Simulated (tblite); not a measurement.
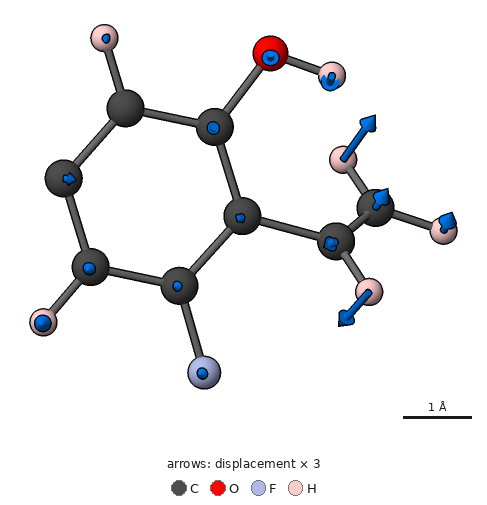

A relaxation of C$_{8}$H$_{6}$FO (multiplicity 2). The starting structure is drawn; blue arrows show the displacements, 3 times their true length. The two geometries are superimposed by the best rigid fit.

The picture is a ball-and-stick view, seen at a tilt.

Level of theory: GFN2-xTB geometry optimisation, gas phase (tblite). 

> Atoms of which element are displaced furthest, and by how much?

Hydrogen: up to 0.33 Å, against 0.15 Å for carbon.

> What did the optimiser do to the structure, and how much energy did it gain?

An H atom moves most after the best rigid fit: 0.33 Å. Largest moves by element: H 0.33 Å, C 0.15 Å, O 0.13 Å, F 0.06 Å. Among the contacts that change: C–C 1.391 → 1.357 Å, C–C 1.488 → 1.467 Å, C–H 1.095 → 1.078 Å, C–O 1.367 → 1.351 Å. Among the angles between lasting bonds that change: C–C–C 119.7° → 125.6°, C–C–C 119.9° → 115.5°, C–C–H 119.7° → 123.6°. After 59 geometry steps the energy has fallen by 0.160 eV.
